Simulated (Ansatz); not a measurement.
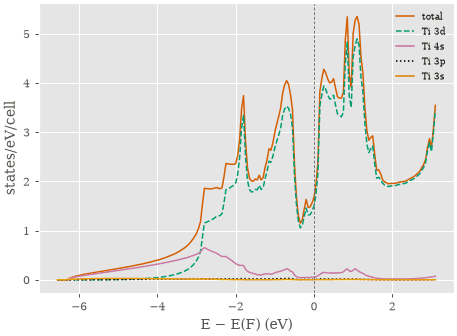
Figure. Total and projected density of states of Ti (hcp (Mg type), P6_3/mmc), plane-wave PAW PBE+D3(BJ) (Ansatz code)

**Question.** Which orbitals carry the states next to the Fermi level?

**Answer.** Within 0.5 eV of the Fermi level: Ti 3d 91 %. Projections are on Löwdin-orthogonalised atomic valence shells; empty p or d shells of many metals are not among them.

**Question.** Where is the tallest occupied peak in this window, and what makes it?

**Answer.** Near -0.7 eV, about 4.0 states/eV per cell; the largest projected share is Ti 3d.

The cell was relaxed with PBE+D3(BJ) under the symmetry of its start. No spin polarisation was allowed. The pairwise dispersion correction was not fitted to metals.

Potentials: the later of the program's two PAW sets.
